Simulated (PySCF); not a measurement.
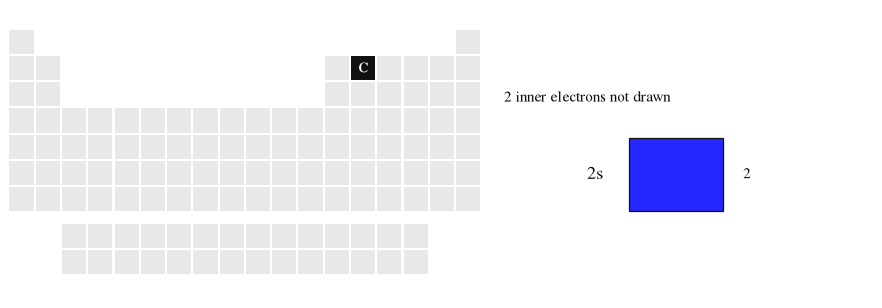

Left, the place of carbon in the periodic table; right, the outer shells of the nominal configuration: a box for each of the 2l + 1 orbitals, shaded by the share of the shell that is filled, with the electron count at the right.

# C²⁺: atomic calculation

- system: C²⁺, configuration 1s2 2s2, multiplicity 1.
- method: unrestricted M06-L, 6-31G*, non-relativistic, point nucleus (PySCF)

**Input file**
```python
from pyscf import gto, scf, dft, mp, cc
import basis_set_exchange as bse
mol = gto.M(atom="C 0 0 0", charge=2, spin=0, symmetry="D2h",
            basis=gto.basis.parse(bse.get_basis("6-31G*", elements=["C"], fmt="nwchem", header=False)))
mf = dft.UKS(mol, xc="M06L")
mf.irrep_nelec = {'Ag': (2, 2)}
mf.kernel()
```

The script is an equivalent of what the driver set up; the driver computed the properties (radii, ⟨L²⟩, response) afterwards. It also set what the script leaves out: max_cycle = 50, level_shift = 10.0, guess = 1e. It held the occupations shell by shell, which the script's counts by irreducible representation don't always enforce.

Launched within a batch (the task file carries these settings):
```bash
OMP_NUM_THREADS=1 python <driver script> TASK.json OUT
```

**Output (extracts)**
```
damping factor = 0
level_shift factor = 10.0
DIIS = <class 'pyscf.scf.diis.CDIIS'>
diis_start_cycle = 1
diis_space = 10
diis_damp = 0
SCF conv_tol = 1e-09
SCF conv_tol_grad = None
number electrons alpha = 2  beta = 2
irrep_nelec {'Ag': (2, 2), 'B1g': (0, 0), 'B2g': (0, 0), 'B3g': (0, 0), 'B1u': (0, 0), 'B2u': (0, 0), 'B3u': (0, 0)}
XC functionals = M06L
    Y. Zhao and D. G. Truhlar.,  J. Chem. Phys. 125, 194101 (2006)
    Y. Zhao and D. G. Truhlar.,  J. Chem. Phys. 125, 194101 (2006)
    Y. Zhao and D. G. Truhlar.,  Theor. Chem. Acc. 120, 215 (2008)
alpha HOMO (Ag) = -1.33280395884753  LUMO (B1u) = 8.93768727856816
  HOMO = -1.33280395885  LUMO = 8.93768727857  gap/eV = 279.47430
cycle= 1 E= -36.3690151333823  delta_E= -0.0372  |g|= 0.416  |ddm|= 0.175
alpha HOMO (Ag) = -1.35614345082068  LUMO (B2u) = 8.93093624071296
  HOMO = -1.35614345082  LUMO = 8.93093624071  gap/eV = 279.92570
cycle= 2 E= -36.3979214972679  delta_E= -0.0289  |g|= 0.368  |ddm|= 0.149
alpha HOMO (Ag) = -1.41312498420819  LUMO (B3u) = 8.89588500854998
  HOMO = -1.41312498421  LUMO = 8.89588500855  gap/eV = 280.52245
cycle= 3 E= -36.4200558649575  delta_E= -0.0221  |g|= 0.328  |ddm|= 0.124
alpha HOMO (Ag) = -1.4536143312597  LUMO (B1u) = 8.86197954771284
  HOMO = -1.45361433126  LUMO = 8.86197954771  gap/eV = 280.70161
cycle= 4 E= -36.437571779574  delta_E= -0.0175  |g|= 0.292  |ddm|= 0.106
alpha HOMO (Ag) = -1.46252749249597  LUMO (B3u) = 8.86637486808245
  HOMO = -1.4625274925  LUMO = 8.86637486808  gap/eV = 281.06375
cycle= 5 E= -36.4510655369796  delta_E= -0.0135  |g|= 0.261  |ddm|= 0.0888
alpha HOMO (Ag) = -1.46870281382013  LUMO (B3u) = 8.86560419756882
  HOMO = -1.46870281382  LUMO = 8.86560419757  gap/eV = 281.21082
cycle= 6 E= -36.4617564576477  delta_E= -0.0107  |g|= 0.233  |ddm|= 0.0769
alpha HOMO (Ag) = -1.47354064850698  LUMO (B1u) = 8.86489159016236
  HOMO = -1.47354064851  LUMO = 8.86489159016  gap/eV = 281.32307
cycle= 7 E= -36.4702095714862  delta_E= -0.00845  |g|= 0.207  |ddm|= 0.0667
alpha HOMO (Ag) = -1.47733992120103  LUMO (B1u) = 8.86428050541288
  HOMO = -1.4773399212  LUMO = 8.86428050541  gap/eV = 281.40983
cycle= 8 E= -36.4768821838543  delta_E= -0.00667  |g|= 0.184  |ddm|= 0.058
alpha HOMO (Ag) = -1.48033466273291  LUMO (B1u) = 8.86376490576363
  HOMO = -1.48033466273  LUMO = 8.86376490576  gap/eV = 281.47729
cycle= 9 E= -36.4821424551143  delta_E= -0.00526  |g|= 0.164  |ddm|= 0.0505
alpha HOMO (Ag) = -1.48270382760714  LUMO (B1u) = 8.86332231005445
  HOMO = -1.48270382761  LUMO = 8.86332231005  gap/eV = 281.52971
cycle= 10 E= -36.4862860695438  delta_E= -0.00414  |g|= 0.146  |ddm|= 0.044
alpha HOMO (Ag) = -1.484587488208  LUMO (B1u) = 8.8629276538514
  HOMO = -1.48458748821  LUMO = 8.86292765385  gap/eV = 281.57023
cycle= 11 E= -36.4895494128636  delta_E= -0.00326  |g|= 0.129  |ddm|= 0.0384
alpha HOMO (Ag) = -1.48496996361504  LUMO (B3u) = 8.86428162169999
  HOMO = -1.48496996362  LUMO = 8.8642816217  gap/eV = 281.61748
cycle= 12 E= -36.4921017574946  delta_E= -0.00255  |g|= 0.115  |ddm|= 0.0334
alpha HOMO (Ag) = -1.49197356949555  LUMO (B3u) = 8.85280111485699
  HOMO = -1.4919735695  LUMO = 8.85280111486  gap/eV = 281.49566
cycle= 13 E= -36.4943953449345  delta_E= -0.00229  |g|= 0.101  |ddm|= 0.0335
alpha HOMO (Ag) = -1.49196413278947  LUMO (B3u) = 8.85494772150054
  HOMO = -1.49196413279  LUMO = 8.8549477215  gap/eV = 281.55381
cycle= 14 E= -36.4960983796825  delta_E= -0.0017  |g|= 0.0887  |ddm|= 0.0281
alpha HOMO (Ag) = -1.49200645125102  LUMO (B2u) = 8.85644410884473
  HOMO = -1.49200645125  LUMO = 8.85644410884  gap/eV = 281.59568
cycle= 15 E= -36.4973678342621  delta_E= -0.00127  |g|= 0.0784  |ddm|= 0.0235
alpha HOMO (Ag) = -1.4927764606148  LUMO (B3u) = 8.85581162851438
  HOMO = -1.49277646061  LUMO = 8.85581162851  gap/eV = 281.59943
cycle= 16 E= -36.498385586438  delta_E= -0.00102  |g|= 0.0692  |ddm|= 0.0212
alpha HOMO (Ag) = -1.49345671741798  LUMO (B2u) = 8.8552065076297
  HOMO = -1.49345671742  LUMO = 8.85520650763  gap/eV = 281.60147
cycle= 17 E= -36.499200195216  delta_E= -0.000815  |g|= 0.0608  |ddm|= 0.0191
alpha HOMO (Ag) = -1.49389594861235  LUMO (B2u) = 8.85499176596822
  HOMO = -1.49389594861  LUMO = 8.85499176597  gap/eV = 281.60758
cycle= 18 E= -36.4998395422597  delta_E= -0.000639  |g|= 0.0534  |ddm|= 0.017
alpha HOMO (Ag) = -1.49419417542215  LUMO (B3u) = 8.8549425055018
  HOMO = -1.49419417542  LUMO = 8.8549425055  gap/eV = 281.61435
cycle= 19 E= -36.5003361560987  delta_E= -0.000497  |g|= 0.0468  |ddm|= 0.015
alpha HOMO (Ag) = -1.49440260516022  LUMO (B3u) = 8.85495885711955
  HOMO = -1.49440260516  LUMO = 8.85495885712  gap/eV = 281.62047
cycle= 20 E= -36.5007199793433  delta_E= -0.000384  |g|= 0.041  |ddm|= 0.0131
alpha HOMO (Ag) = -1.49453527391341  LUMO (B1u) = 8.85502347446996
  HOMO = -1.49453527391  LUMO = 8.85502347447  gap/eV = 281.62584
cycle= 21 E= -36.5010156388724  delta_E= -0.000296  |g|= 0.0359  |ddm|= 0.0115
alpha HOMO (Ag) = -1.49460218345903  LUMO (B1u) = 8.85513689541947
  HOMO = -1.49460218346  LUMO = 8.85513689542  gap/eV = 281.63075
cycle= 22 E= -36.5012424805741  delta_E= -0.000227  |g|= 0.0315  |ddm|= 0.01
alpha HOMO (Ag) = -1.49464759862868  LUMO (B1u) = 8.85524394656865
  HOMO = -1.49464759863  LUMO = 8.85524394657  gap/eV = 281.63489
cycle= 23 E= -36.5014161541905  delta_E= -0.000174  |g|= 0.0276  |ddm|= 0.00873
alpha HOMO (Ag) = -1.49468956504429  LUMO (B2u) = 8.85530904250982
  HOMO = -1.49468956504  LUMO = 8.85530904251  gap/eV = 281.63781
cycle= 24 E= -36.5015496013625  delta_E= -0.000133  |g|= 0.0242  |ddm|= 0.00762
alpha HOMO (Ag) = -1.49475139472383  LUMO (B1u) = 8.8553094905434
  HOMO = -1.49475139472  LUMO = 8.85530949054  gap/eV = 281.63950
cycle= 25 E= -36.5016527055983  delta_E= -0.000103  |g|= 0.0213  |ddm|= 0.00669
alpha HOMO (Ag) = -1.4947360091623  LUMO (B1u) = 8.85541817351145
  HOMO = -1.49473600916  LUMO = 8.85541817351  gap/eV = 281.64204
cycle= 26 E= -36.5017313884326  delta_E= -7.87e-05  |g|= 0.0187  |ddm|= 0.0058
alpha HOMO (Ag) = -1.49475339961771  LUMO (B1u) = 8.85545099955373
  HOMO = -1.49475339962  LUMO = 8.85545099955  gap/eV = 281.64341
cycle= 27 E= -36.50179201682  delta_E= -6.06e-05  |g|= 0.0165  |ddm|= 0.00507
alpha HOMO (Ag) = -1.49479251369807  LUMO (B1u) = 8.85543141059608
  HOMO = -1.4947925137  LUMO = 8.8554314106  gap/eV = 281.64394
cycle= 28 E= -36.5018391199636  delta_E= -4.71e-05  |g|= 0.0145  |ddm|= 0.00447
alpha HOMO (Ag) = -1.49482363311554  LUMO (B1u) = 8.8554149171645
  HOMO = -1.49482363312  LUMO = 8.85541491716  gap/eV = 281.64434
cycle= 29 E= -36.5018757042818  delta_E= -3.66e-05  |g|= 0.0127  |ddm|= 0.00394
alpha HOMO (Ag) = -1.49484463011625  LUMO (B3u) = 8.85540776218447
  HOMO = -1.49484463012  LUMO = 8.85540776218  gap/eV = 281.64471
cycle= 30 E= -36.5019040672808  delta_E= -2.84e-05  |g|= 0.0112  |ddm|= 0.00347
alpha HOMO (Ag) = -1.49485874375227  LUMO (B1u) = 8.85540604495381
  HOMO = -1.49485874375  LUMO = 8.85540604495  gap/eV = 281.64505
cycle= 31 E= -36.5019260293802  delta_E= -2.2e-05  |g|= 0.00986  |ddm|= 0.00305
alpha HOMO (Ag) = -1.49486884245413  LUMO (B1u) = 8.85540621430393
  HOMO = -1.49486884245  LUMO = 8.8554062143  gap/eV = 281.64533
cycle= 32 E= -36.5019430267705  delta_E= -1.7e-05  |g|= 0.00867  |ddm|= 0.00268
alpha HOMO (Ag) = -1.49487629415369  LUMO (B3u) = 8.85540693075703
  HOMO = -1.49487629415  LUMO = 8.85540693076  gap/eV = 281.64555
cycle= 33 E= -36.5019561802022  delta_E= -1.32e-05  |g|= 0.00763  |ddm|= 0.00236
alpha HOMO (Ag) = -1.49488189045613  LUMO (B1u) = 8.85540772516587
  HOMO = -1.49488189046  LUMO = 8.85540772517  gap/eV = 281.64573
cycle= 34 E= -36.5019663591758  delta_E= -1.02e-05  |g|= 0.00671  |ddm|= 0.00207
alpha HOMO (Ag) = -1.49488578849188  LUMO (B2u) = 8.85540897304657
  HOMO = -1.49488578849  LUMO = 8.85540897305  gap/eV = 281.64587
cycle= 35 E= -36.5019742354367  delta_E= -7.88e-06  |g|= 0.0059  |ddm|= 0.00182
alpha HOMO (Ag) = -1.49488940480707  LUMO (B2u) = 8.85540906855569
  HOMO = -1.49488940481  LUMO = 8.85540906856  gap/eV = 281.64597
cycle= 36 E= -36.5019803325501  delta_E= -6.1e-06  |g|= 0.00519  |ddm|= 0.0016
alpha HOMO (Ag) = -1.49489218731534  LUMO (B2u) = 8.85540916856278
  HOMO = -1.49489218732  LUMO = 8.85540916856  gap/eV = 281.64605
cycle= 37 E= -36.5019850525272  delta_E= -4.72e-06  |g|= 0.00457  |ddm|= 0.00141
alpha HOMO (Ag) = -1.49489374536998  LUMO (B1u) = 8.85541052874109
  HOMO = -1.49489374537  LUMO = 8.85541052874  gap/eV = 281.64613
cycle= 38 E= -36.5019887029228  delta_E= -3.65e-06  |g|= 0.00402  |ddm|= 0.00124
alpha HOMO (Ag) = -1.49489520259605  LUMO (B2u) = 8.85541101960264
  HOMO = -1.4948952026  LUMO = 8.8554110196  gap/eV = 281.64618
cycle= 39 E= -36.5019915283885  delta_E= -2.83e-06  |g|= 0.00354  |ddm|= 0.00109
alpha HOMO (Ag) = -1.49489644328785  LUMO (B1u) = 8.85541115579005
  HOMO = -1.49489644329  LUMO = 8.85541115579  gap/eV = 281.64622
cycle= 40 E= -36.5019937162053  delta_E= -2.19e-06  |g|= 0.00311  |ddm|= 0.000957
alpha HOMO (Ag) = -1.4
```

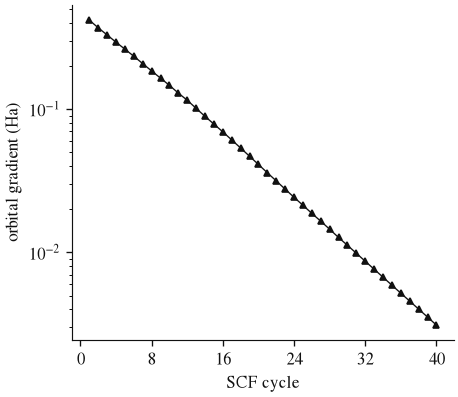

Convergence: orbital gradient against the SCF cycle. The residual is still falling at the last step (down to 3 × 10⁻³), so the run was stopped before it reached the threshold. It goes from 0.42 to 0.0031 in 40 steps.

**What the run reported**

- outcome: not converged
- total energy: −36.502001 hartree
- kinetic energy: 36.158946 hartree
- SCF iterations: 50
- hardware: 1 thread of Arm Neoverse V1, 95 GiB of memory available, shared host
- wall time: 0.58 s

**What went wrong**

The run did not meet its convergence test in 50 iterations, so its last values are not results. To bear in mind: level shift left on, which raises the virtual orbital energies.
